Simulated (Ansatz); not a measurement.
Nudged elastic band, with input and output: HfH4ClO3F

System: HfH4ClO3F.
Method: RKS PBE/def2-SVP (Ansatz 0.2.0).

It belongs to a series of runs on one base structure; here: band between the two ends.

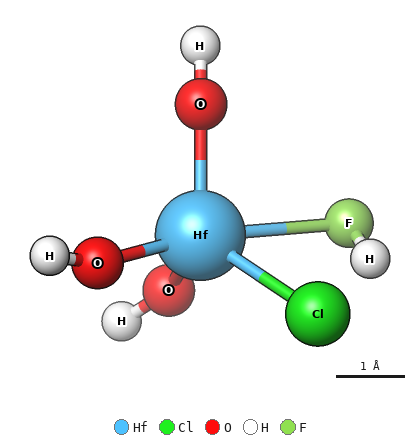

Figure 1. The input geometry (ball-and-stick view, seen at a tilt). Sticks mark near contacts. Bond lengths as drawn: Cl–Hf 2.51 Å, F–H 0.99 Å, F–Hf 2.40 Å, Hf–O 1.93 to 1.94 Å and H–O 0.97 Å.

### Input
```yaml
crystal:
  periodic: [false, false, false]
  atoms:
    - { symbol: Hf, position_ang: [0.02187, -0.011583, 0.206429] }
    - { symbol: Cl, position_ang: [0.079919, -0.043821, 2.716232] }
    - { symbol: O, position_ang: [1.708681, -0.240491, -0.72747] }
    - { symbol: H, position_ang: [2.225288, -0.832849, -1.292469] }
    - { symbol: O, position_ang: [-1.18516, 1.230478, -0.659165] }
    - { symbol: H, position_ang: [-1.424155, 1.921146, -1.291262] }
    - { symbol: O, position_ang: [-0.849993, -1.711895, -0.038164] }
    - { symbol: H, position_ang: [-1.542289, -2.363886, -0.205273] }
    - { symbol: F, position_ang: [1.057712, 1.956698, 1.110379] }
    - { symbol: H, position_ang: [0.884626, 1.567203, 1.998661] }
basis:
  gaussian: { orbitals: def2-SVP }
hamiltonian:
  xc: pbe
neb:
  order_check: false
  images: 5
  f_tol: 0.03
  max_iterations: 60
  final_atoms:
    - { symbol: Hf, position_ang: [-0.13552918, 0.39686976, -0.2130594] }
    - { symbol: Cl, position_ang: [1.43749756, -0.47646235, 3.15755159] }
    - { symbol: O, position_ang: [1.60865644, -0.12398246, -0.84857207] }
    - { symbol: H, position_ang: [2.45543848, -0.51477661, -1.09467111] }
    - { symbol: O, position_ang: [-1.03159458, 1.44575988, -1.56685868] }
    - { symbol: H, position_ang: [-1.50968911, 1.73023293, -2.35511175] }
    - { symbol: O, position_ang: [-1.22515463, -1.13003725, 0.23829997] }
    - { symbol: H, position_ang: [-1.56249384, -1.99194616, 0.51133683] }
    - { symbol: F, position_ang: [0.06594538, 1.55102207, 1.37603841] }
    - { symbol: H, position_ang: [0.87342248, 0.58432019, 2.61294421] }
  initial_path:
    images:
      - { positions_ang: [[0.02187, -0.011583, 0.206429], [0.079919, -0.043821, 2.716232], [1.708681, -0.240491, -0.72747], [2.225288, -0.832849, -1.292469], [-1.18516, 1.230478, -0.659165], [-1.424155, 1.921146, -1.291262], [-0.849993, -1.711895, -0.038164], [-1.542289, -2.363886, -0.205273], [1.057712, 1.956698, 1.110379], [0.884626, 1.567203, 1.998661]] }
      - { positions_ang: [[0.01420875, -0.0078682, 0.13793913], [0.0555912, -0.02491695, 2.76779371], [1.78876361, -0.16422521, -0.71623592], [2.23721927, -0.87710689, -1.13061746], [-1.11380266, 1.38346866, -0.67060304], [-1.59291956, 1.7679884, -1.16488592], [-0.89498928, -1.70415827, -0.25135937], [-1.50796774, -2.29222827, -0.10415763], [1.10647611, 1.90487611, 0.97629332], [0.8839193, 1.48517063, 1.97373117]] }
      - { positions_ang: [[0.00654751, -0.0041534, 0.06944925], [0.03126341, -0.0060129, 2.81935543], [1.86884622, -0.08795942, -0.70500184], [2.24915054, -0.92136478, -0.96876591], [-1.04244532, 1.53645933, -0.68204108], [-1.76168412, 1.6148308, -1.03850983], [-0.93998556, -1.69642155, -0.46455475], [-1.47364648, -2.22057055, -0.00304226], [1.15524021, 1.85305421, 0.84220765], [0.8832126, 1.40313825, 1.94880134]] }
      - { positions_ang: [[-0.00111374, -0.0004386, 0.00095938], [0.00693561, 0.01289115, 2.87091714], [1.94892883, -0.01169363, -0.69376776], [2.26108181, -0.96562267, -0.80691437], [-0.97108797, 1.68944999, -0.69347911], [-1.93044868, 1.46167319, -0.91213375], [-0.98498184, -1.68868482, -0.67775012], [-1.43932522, -2.14891282, 0.09807311], [1.20400432, 1.80123232, 0.70812197], [0.8825059, 1.32110588, 1.92387151]] }
      - { positions_ang: [[-0.04591889, 0.13199752, -0.07038021], [0.48378959, -0.15022668, 2.96646195], [1.8355047, -0.04912324, -0.7453692], [2.32586736, -0.81534065, -0.90283328], [-0.99125684, 1.60821996, -0.98460564], [-1.79019549, 1.55119311, -1.39312641], [-1.06503944, -1.50246896, -0.37240009], [-1.48038143, -2.0965906, 0.23582768], [0.82465134, 1.7178289, 0.93076078], [0.87947809, 1.07551065, 2.15356241]] }
      - { positions_ang: [[-0.09072404, 0.26443364, -0.14171981], [0.96064358, -0.31334452, 3.06200677], [1.72208057, -0.08655285, -0.79697063], [2.39065292, -0.66505863, -0.9987522], [-1.01142571, 1.52698992, -1.27573216], [-1.6499423, 1.64071302, -1.87411908], [-1.14509703, -1.3162531, -0.06705006], [-1.52143763, -2.04426838, 0.37358226], [0.44529836, 1.63442549, 1.1533996], [0.87645029, 0.82991542, 2.38325331]] }
      - { positions_ang: [[-0.13552918, 0.39686976, -0.2130594], [1.43749756, -0.47646235, 3.15755159], [1.60865644, -0.12398246, -0.84857207], [2.45543848, -0.51477661, -1.09467111], [-1.03159458, 1.44575988, -1.56685868], [-1.50968911, 1.73023293, -2.35511175], [-1.22515463, -1.13003725, 0.23829997], [-1.56249384, -1.99194616, 0.51133683], [0.06594538, 1.55102207, 1.37603841], [0.87342248, 0.58432019, 2.61294421]] }
```

Hardware: 4 threads of Arm Neoverse V1, 24 GiB of memory available, shared host.

Launch command:
```bash
ansatz run input.yaml --threads 4 --pin off --max-ram 5120MiB --backend cpu --events-out ev --progress --plain --runs-dir out
```

### The program's output
```
Engine: ansatz 0.2.0, aarch64-unknown-linux-gnu
Functional definition: PBE
  parameter kappa = 0.804
  parameter beta = 0.06672455060314922
  exchange = pbe_x(kappa = kappa, mu = beta*pi^2/3)
  correlation = pbe_c(beta = beta)
1318 factors; their error is unknown
mean field evaluation 1: about -22717.3497 eV, gradient 1.0e2 eV
mean field evaluation 2: about -22470.9079 eV, gradient 3.2e2 eV
mean field evaluation 4: about -22735.3769 eV, gradient 2.1e1 eV
mean field evaluation 8: about -22736.1746 eV, gradient 2.4e-1 eV
mean field evaluation 16: about -22736.0922 eV, gradient 1.7e-3 eV
mean field -22736.09217194 eV, -835.5359762421 hartree, gradient 5.0e-5 eV, S^2 0.000000; 0 other end points of the search recorded, 0 dependent functions left out
the calculation of the forces begins
reference -22736.09225538 eV, -835.5359793084 hartree; 33, 33 occupied and 93, 93 virtual orbitals, 1318 factors
1318 factors; their error is unknown
mean field evaluation 32: about -22736.0821 eV, gradient 9.2e-2 eV
mean field -22736.08209981 eV, -835.5356060982 hartree, gradient 4.4e-5 eV, S^2 0.000000; 0 other end points of the search recorded, 0 dependent functions left out
[... from here on the field's lines of each further geometry are left out, up to the last ...]
NEB iter   1: max|band force component| = 1.364e1 eV/Å  barrier→ = 2.5407 eV  barrier← = 2.5306 eV  Δτ_max = 0.2000 Å  (214 SCF iters)
NEB iter   2: max|band force component| = 2.740e0 eV/Å  barrier→ = 1.4092 eV  barrier← = 1.3991 eV  Δτ_max = 0.1992 Å  (176 SCF iters)
NEB iter   3: max|band force component| = 1.696e0 eV/Å  barrier→ = 0.8400 eV  barrier← = 0.8299 eV  Δτ_max = 0.1990 Å  (178 SCF iters)
NEB iter   4: max|band force component| = 1.547e0 eV/Å  barrier→ = 0.5292 eV  barrier← = 0.5192 eV  Δτ_max = 0.1979 Å  (174 SCF iters)
NEB iter   5: max|band force component| = 8.703e-1 eV/Å  barrier→ = 0.3540 eV  barrier← = 0.3439 eV  Δτ_max = 0.1952 Å  (160 SCF iters)
NEB iter   6: max|band force component| = 2.605e-1 eV/Å  barrier→ = 0.2436 eV  barrier← = 0.2335 eV  CI = image 3  Δτ_max = 0.1427 Å  (168 SCF iters)
NEB iter   7: max|band force component| = 2.520e-1 eV/Å  barrier→ = 0.2246 eV  barrier← = 0.2145 eV  CI = image 3  Δτ_max = 0.0711 Å  (155 SCF iters)
NEB iter   8: max|band force component| = 1.143e-1 eV/Å  barrier→ = 0.2025 eV  barrier← = 0.1924 eV  CI = image 3  Δτ_max = 0.1435 Å  (148 SCF iters)
NEB iter   9: max|band force component| = 2.526e-1 eV/Å  barrier→ = 0.1852 eV  barrier← = 0.1751 eV  CI = image 3  Δτ_max = 0.0718 Å  (158 SCF iters)
NEB iter  10: max|band force component| = 1.392e-1 eV/Å  barrier→ = 0.1783 eV  barrier← = 0.1682 eV  CI = image 3  Δτ_max = 0.0719 Å  (156 SCF iters)
NEB iter  11: max|band force component| = 1.483e-1 eV/Å  barrier→ = 0.1763 eV  barrier← = 0.1662 eV  CI = image 3  Δτ_max = 0.0360 Å  (148 SCF iters)
NEB iter  12: max|band force component| = 6.186e-1 eV/Å  barrier→ = 0.1746 eV  barrier← = 0.1645 eV  CI = image 3  Δτ_max = 0.0178 Å  (151 SCF iters)
NEB iter  13: max|band force component| = 7.370e-2 eV/Å  barrier→ = 0.1737 eV  barrier← = 0.1636 eV  CI = image 3  Δτ_max = 0.0356 Å  (152 SCF iters)
NEB iter  14: max|band force component| = 1.286e-1 eV/Å  barrier→ = 0.1709 eV  barrier← = 0.1609 eV  CI = image 3  Δτ_max = 0.0179 Å  (150 SCF iters)
NEB iter  15: max|band force component| = 5.634e-2 eV/Å  barrier→ = 0.1702 eV  barrier← = 0.1601 eV  CI = image 3  Δτ_max = 0.0178 Å  (153 SCF iters)
NEB iter  16: max|band force component| = 4.882e-2 eV/Å  barrier→ = 0.1695 eV  barrier← = 0.1594 eV  CI = image 3  Δτ_max = 0.0178 Å  (152 SCF iters)
NEB iter  17: max|band force component| = 4.037e-2 eV/Å  barrier→ = 0.1690 eV  barrier← = 0.1589 eV  CI = image 3  Δτ_max = 0.0178 Å  (154 SCF iters)
NEB iter  18: max|band force component| = 6.258e-2 eV/Å  barrier→ = 0.1685 eV  barrier← = 0.1584 eV  CI = image 3  Δτ_max = 0.0089 Å  (154 SCF iters)
NEB iter  19: max|band force component| = 3.088e-2 eV/Å  barrier→ = 0.1683 eV  barrier← = 0.1582 eV  CI = image 3  Δτ_max = 0.0179 Å  (158 SCF iters)
NEB iter  20: max|band force component| = 3.744e-2 eV/Å  barrier→ = 0.1679 eV  barrier← = 0.1578 eV  CI = image 3  Δτ_max = 0.0089 Å  (155 SCF iters)
NEB iter  21: max|band force component| = 2.416e-2 eV/Å  barrier→ = 0.1676 eV  barrier← = 0.1576 eV  CI = image 3  Δτ_max = 0.0089 Å  (158 SCF iters)
the calculation of the forces begins
reference -22736.06418724 eV, -835.5349478234 hartree; 33, 33 occupied and 93, 93 virtual orbitals, 1318 factors
1318 factors; their error is unknown
mean field evaluation 960: about -22735.9248 eV, gradient 1.0e-5 eV
mean field -22735.92479439 eV, -835.5298252303 hartree, gradient 1.0e-5 eV, S^2 0.000000; 1 other end points of the search recorded, 0 dependent functions left out
the calculation of the forces begins
reference -22735.92487597 eV, -835.5298282283 hartree; 33, 33 occupied and 93, 93 virtual orbitals, 1318 factors
NEB iter  22: max|band force component| = 2.239e-2 eV/Å  barrier→ = 0.1674 eV  barrier← = 0.1573 eV  CI = image 3  Δτ_max = 0.0000 Å  (185 SCF iters)
```

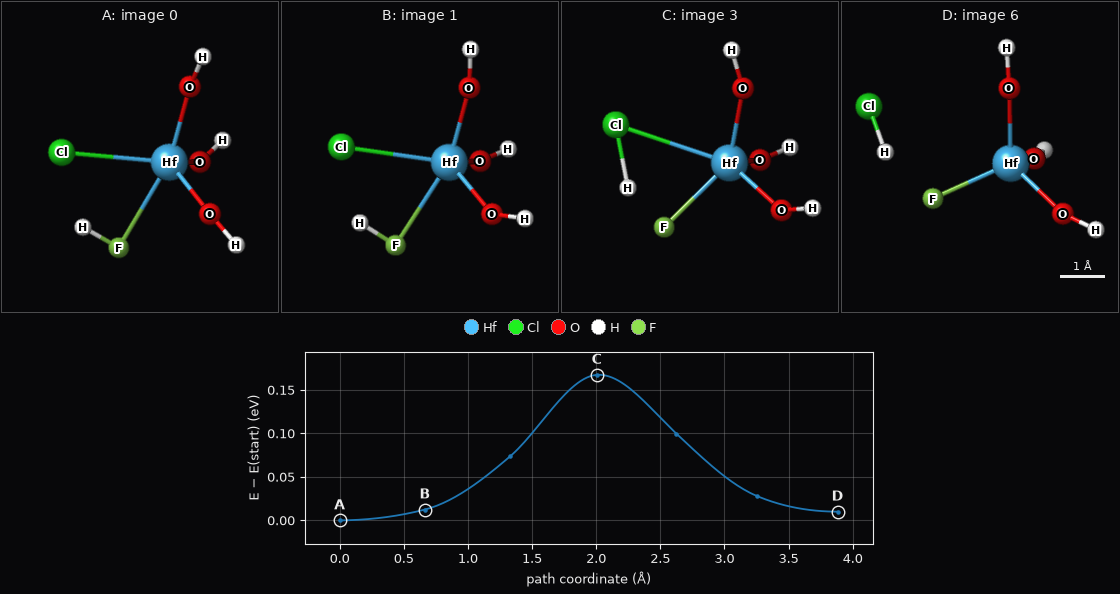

Figure 2. Images of the last band (counted from 0; ball-and-stick, seen at a tilt) above the energy along the path; the line is a cubic interpolation that uses the forces. The highest image is number 3, 0.167 eV above the start and 0.157 eV above the end (the climbing image); the end lies 0.010 eV above the start. The path is 3.88 Å long. The band converged in 22 iterations.

```
Total energy: -22735.92487597 eV, -835.5298282283 hartree
Atom 0 at     0.111826     0.278575     0.077690 Å, force     0.004272    -0.011767    -0.007686 eV/Å
Atom 1 at     0.573540    -0.366409     2.749094 Å, force     0.002746    -0.019031     0.002470 eV/Å
Atom 2 at     1.760257    -0.238499    -0.787577 Å, force    -0.011333    -0.008747    -0.000749 eV/Å
Atom 3 at     2.209247    -0.725125    -1.492604 Å, force     0.004860     0.006216     0.002668 eV/Å
Atom 4 at    -0.851533     1.436581    -1.147872 Å, force     0.001154    -0.003439    -0.000330 eV/Å
Atom 5 at    -1.577074     1.446582    -1.788742 Å, force     0.001450     0.002997     0.000827 eV/Å
Atom 6 at    -1.064193    -1.259491     0.070016 Å, force    -0.001359     0.004570     0.006664 eV/Å
Atom 7 at    -1.496726    -2.023943     0.472728 Å, force     0.000253    -0.000680    -0.004182 eV/Å
Atom 8 at     0.605457     1.879669     1.370018 Å, force    -0.000624    -0.001153     0.019472 eV/Å
Atom 9 at     0.705698     1.043058     2.295147 Å, force    -0.001419     0.031034    -0.019156 eV/Å
Dipole moment:    -0.254289    -0.360367    -0.384291 e Å
this run last wrote the band of iteration 22 to [file]; this run last wrote the band within `neb.f_tol` of iteration 21 to [file]
```

### The last band as extended XYZ (Å, eV, eV/Å)
```
10
Properties=species:S:1:pos:R:3:forces:R:3 image=0 energy=-22736.09217
Hf    0.0219   -0.0116    0.2064    0.0034   0.0019  -0.0264
Cl    0.0799   -0.0438    2.7162   -0.0073  -0.0134   0.0169
O     1.7087   -0.2405   -0.7275   -0.0004  -0.0052   0.0021
H     2.2253   -0.8328   -1.2925   -0.0075   0.0025   0.0044
O    -1.1852    1.2305   -0.6592    0.0006   0.0010   0.0059
H    -1.4242    1.9211   -1.2913    0.0033  -0.0024   0.0033
O    -0.8500   -1.7119   -0.0382   -0.0060  -0.0080  -0.0011
H    -1.5423   -2.3639   -0.2053    0.0082   0.0054   0.0005
F     1.0577    1.9567    1.1104   -0.0018   0.0019   0.0006
H     0.8846    1.5672    1.9987    0.0075   0.0163  -0.0062
10
Properties=species:S:1:pos:R:3:forces:R:3 image=1 energy=-22736.07964
Hf    0.0603    0.0750    0.1878    0.0098   0.0145  -0.0023
Cl    0.0614   -0.1200    2.7101   -0.0204   0.0130   0.0122
O     1.7319   -0.3019   -0.7137   -0.0057  -0.0099   0.0011
H     2.2498   -0.7255   -1.4111    0.0016   0.0032   0.0071
O    -0.9984    1.4110   -0.7450   -0.0074  -0.0014   0.0127
H    -1.6469    1.5793   -1.4428   -0.0019   0.0065   0.0160
O    -0.9792   -1.5187   -0.0834   -0.0014  -0.0251   0.0086
H    -1.5133   -2.3187   -0.0103    0.0052  -0.0044  -0.0272
F     1.1000    1.9141    1.2280    0.0175   0.0044  -0.0141
H     0.9109    1.4764    2.0984    0.0027  -0.0007  -0.0141
10
Properties=species:S:1:pos:R:3:forces:R:3 image=2 energy=-22736.01813
Hf    0.1015    0.1479    0.1439    0.0038  -0.0241   0.0120
Cl    0.3124   -0.3026    2.6846   -0.0488   0.0141  -0.0124
O     1.7465   -0.2799   -0.7780   -0.0158  -0.0125   0.0032
H     2.1977   -0.7398   -1.4993    0.0073   0.0012   0.0072
O    -0.9145    1.4355   -0.9068   -0.0111  -0.0054   0.0468
H    -1.5783    1.5085   -1.6079    0.0009   0.0124   0.0370
O    -1.0196   -1.4099   -0.0351    0.0092  -0.0334  -0.0195
H    -1.5308   -2.1537    0.3096   -0.0049  -0.0281  -0.0373
F     0.8556    1.9353    1.3391    0.0513   0.0178  -0.0190
H     0.8061    1.3297    2.1678    0.0080   0.0580  -0.0179
10
Properties=species:S:1:pos:R:3:forces:R:3 image=3 energy=-22735.92479
Hf    0.1118    0.2786    0.0777    0.0043  -0.0118  -0.0077
Cl    0.5735   -0.3664    2.7491    0.0027  -0.0190   0.0025
O     1.7603   -0.2385   -0.7876   -0.0113  -0.0087  -0.0007
H     2.2092   -0.7251   -1.4926    0.0049   0.0062   0.0027
O    -0.8515    1.4366   -1.1479    0.0012  -0.0034  -0.0003
H    -1.5771    1.4466   -1.7887    0.0014   0.0030   0.0008
O    -1.0642   -1.2595    0.0700   -0.0014   0.0046   0.0067
H    -1.4967   -2.0239    0.4727    0.0003  -0.0007  -0.0042
F     0.6055    1.8797    1.3700   -0.0006  -0.0012   0.0195
H     0.7057    1.0431    2.2951   -0.0014   0.0310  -0.0192
10
Properties=species:S:1:pos:R:3:forces:R:3 image=4 energy=-22735.99223
Hf    0.0673    0.3756   -0.0289   -0.0110   0.0232  -0.0329
Cl    0.8298   -0.4772    2.8710    0.0620  -0.0276   0.0304
O     1.7324   -0.2338   -0.8002   -0.0090  -0.0019  -0.0019
H     2.2940   -0.6504   -1.4663    0.0234   0.0155   0.0098
O    -0.8373    1.4575   -1.3624   -0.0032  -0.0112  -0.0480
H    -1.6175    1.4159   -1.9346    0.0000  -0.0005  -0.0370
O    -1.1613   -1.1062    0.1887   -0.0257   0.0365   0.0319
H    -1.4978   -1.9464    0.5260   -0.0026   0.0203   0.0123
F     0.4182    1.8191    1.3360   -0.0434  -0.0093  -0.0062
H     0.7488    0.8168    2.4887    0.0096  -0.0449   0.0415
10
Properties=species:S:1:pos:R:3:forces:R:3 image=5 energy=-22736.06411
Hf   -0.0219    0.4189   -0.1625   -0.0133   0.0035  -0.0091
Cl    1.0889   -0.5550    3.0746    0.0342  -0.0071   0.0241
O     1.6822   -0.1927   -0.8305   -0.0087  -0.0036  -0.0064
H     2.4339   -0.5460   -1.3207    0.0140   0.0113   0.0168
O    -0.9015    1.4618   -1.5382   -0.0035   0.0041  -0.0227
H    -1.6356    1.5419   -2.1621   -0.0051   0.0119  -0.0277
O    -1.2096   -1.0477    0.2550   -0.0091   0.0041   0.0035
H    -1.4583   -1.9322    0.5539   -0.0015   0.0100   0.0139
F     0.2277    1.6818    1.3472   -0.0111  -0.0156  -0.0023
H     0.7708    0.6403    2.6013    0.0041  -0.0185   0.0100
10
Properties=species:S:1:pos:R:3:forces:R:3 image=6 energy=-22736.08210
Hf   -0.1355    0.3969   -0.2131   -0.0065   0.0002  -0.0117
Cl    1.4375   -0.4765    3.1576   -0.0004   0.0029  -0.0059
O     1.6087   -0.1240   -0.8486    0.0050  -0.0018  -0.0002
H     2.4554   -0.5148   -1.0947   -0.0050   0.0016   0.0028
O    -1.0316    1.4458   -1.5669   -0.0048   0.0013  -0.0004
H    -1.5097    1.7302   -2.3551    0.0061  -0.0025   0.0050
O    -1.2252   -1.1300    0.2383    0.0005  -0.0051   0.0051
H    -1.5625   -1.9919    0.5113    0.0022   0.0058  -0.0032
F     0.0659    1.5510    1.3760    0.0056  -0.0036   0.0025
H     0.8734    0.5843    2.6129   -0.0027   0.0013   0.0061
```

### Key numbers

```tsv
quantity	value
outcome	converged
barrier, forward	0.167 eV
barrier, backward	0.157 eV
wall time	3 min (CPU time 11 min)
peak memory	0.19 GiB
```

### Remarks

The order of the saddle point was not checked.
